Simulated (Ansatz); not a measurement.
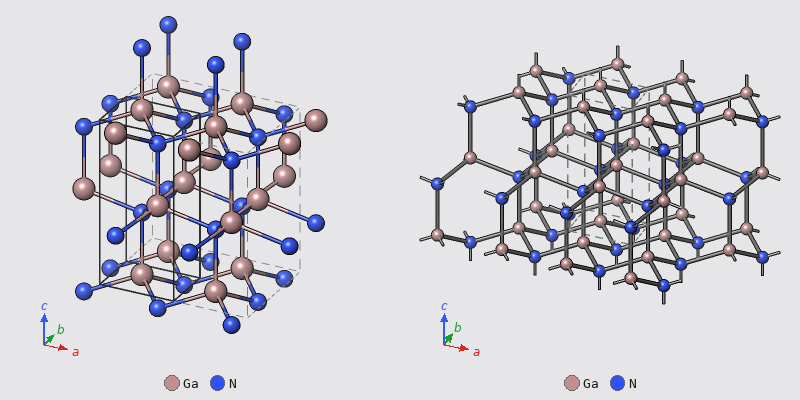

Left: the structure. Right: its underlying net. Nodes are coloured by element. Edges to nodes outside the piece are drawn as stubs.

GaN (space group P6_3mc, No. 186). Coordinates: a calculation's input that goes back to an entry of the Crystallography Open Database (an earlier step may have relaxed or displaced it).

Bonds are taken as Ga–N below 2.2 Å. The graph is simplified in the usual way: terminal and isolated atoms are pruned, two-connected atoms become edges.

The result is a uninodal 4-connected, three-periodic net: Ga and N are 4-connected nodes. It is the lon net, known from lonsdaleite, wurtzite and tridymite. It is a single net, without interpenetration.

```tsv
node	links	point symbol	coordination sequence
Ga and N	4	6^6	4 12 25 44 67 96
```
